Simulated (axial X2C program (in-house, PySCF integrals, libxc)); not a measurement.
**ClH: relativistic diatomic calculation**

- system: ClH. The reference is closed-shell ClH; the roots are vertical excitation energies. The distance is the PBE0 minimum at charge 0.
- method: EOM-EE-CCSD, two-component X2C with atomic mean-field Coulomb and Gaunt terms, Cl dyall-av3z, H dyall-av3z (cores contracted) (axial X2C program (in-house, PySCF integrals, libxc))

**The input**
```
{"zs": [17, 1], "q": 0, "bas": ["dyall-av3z", "dyall-av3z"], "r0": 1.31, "eom": "ee", "thr": -2.0, "nmax": 88}
```

The line is the task of a batch: nuclear charges, charge, bases, a first guess of the distance and further settings. This report covers the levels named above. The log is that of the reference distance 1.282 Å.

Launched within a batch (the task file carries these settings):
```bash
python <driver script> task.json out
```

**Output**
```
two-component X2C + atomic mean field  HF
basis functions 88  fitting functions 435  grid points 4347
iter        total energy     max residual
   1       -459.112822833     1.29e+00
   2       -461.130041085     6.04e-01
   3       -461.432682296     9.95e-02
   4       -461.446661685     2.89e-02
   5       -461.448945316     1.13e-02
   6       -461.449230391     2.83e-03
   7       -461.449261187     7.57e-04
   8       -461.449263557     2.03e-04
   9       -461.449263674     3.70e-05
  10       -461.449263683     1.24e-05
  11       -461.449263684     2.40e-06
  12       -461.449263684     1.01e-06
converged
one-electron -651.49806407  Coulomb 211.12669350  exact exchange -28.01947613  xc functional 0.00000000  nuclear repulsion 7.01717050  atomic mean-field constant -0.07558749
correlated 8  virtual 146  natural virtual 88  E(MP2) -0.210237224  MP2 remainder -0.009459608
iter   CCSD correlation   residual
   1     -0.216843341   7.31e-02
   2     -0.221793609   2.19e-02
   3     -0.221997956   4.61e-03
   4     -0.222000881   1.33e-03
   5     -0.222001778   2.47e-04
   6     -0.222000995   6.36e-05
   7     -0.222001156   1.59e-05
   8     -0.222001275   4.57e-06
   9     -0.222001245   1.37e-06
  10     -0.222001237   4.30e-07
(T) -0.0078719553829337  T1 0.0086  D1 0.0112  max T2 0.036
EOM-EE-CCSD roots
2*Omega      energy/Eh   energy/eV  one-particle weight
    0       0.27160002      7.3906      0.952
    0       0.27161812      7.3911      0.952
    0       0.34720849      9.4480      0.955
    0       0.34721564      9.4482      0.955
    0       0.37168033     10.1139      0.961
    2       0.27014604      7.3510      0.952
    2       0.28856736      7.8523      0.944
    2       0.34567745      9.4064      0.955
    2       0.35934691      9.7783      0.948
    4       0.26889272      7.3169      0.952
    4       0.34442305      9.3722      0.955
    4       0.37777071     10.2797      0.952
    6       0.38328692     10.4298      0.954
```

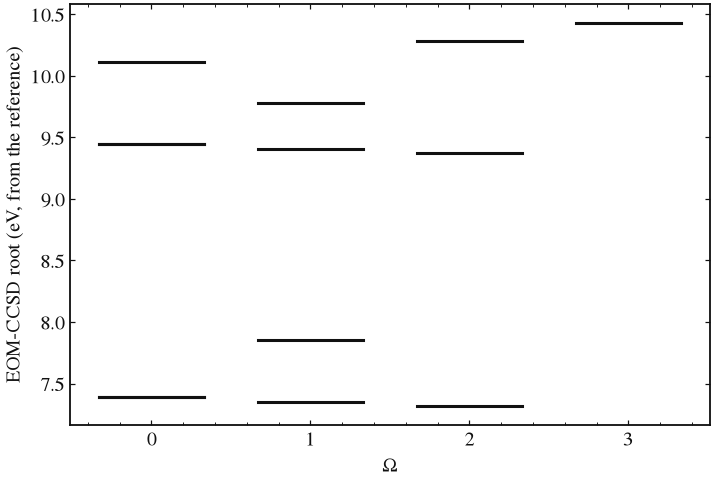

EOM-CCSD roots by Ω at 1.28 Å. The lowest has Ω = 2 and lies at 7.317 eV, with one-particle weight 0.95.

**Key numbers**

```
                                                                                                         quantity                                                                 value
                                                                                                          outcome                                                             converged
                                                                                   HF energy of the reference ClH                                                    −461.44926 hartree
                                                                                  MP2 energy of the reference ClH                                                    −461.65950 hartree
CCSD energy of the reference ClH (with the MP2 share of the virtual spinors left out of the coupled-cluster step)                                                    −461.68072 hartree
                                                                              CCSD(T) energy of the reference ClH                                                    −461.68860 hartree
                                         T1 diagnostic (spinor form; for a closed shell √2 times the usual value)                                                                 0.009
                                                                                                         hardware  1 thread of Arm Neoverse N1, 16 GiB of memory available, shared host
                                                                                                        wall time                                                                  24 s
                                                                                                      peak memory                                                              0.51 GiB
```
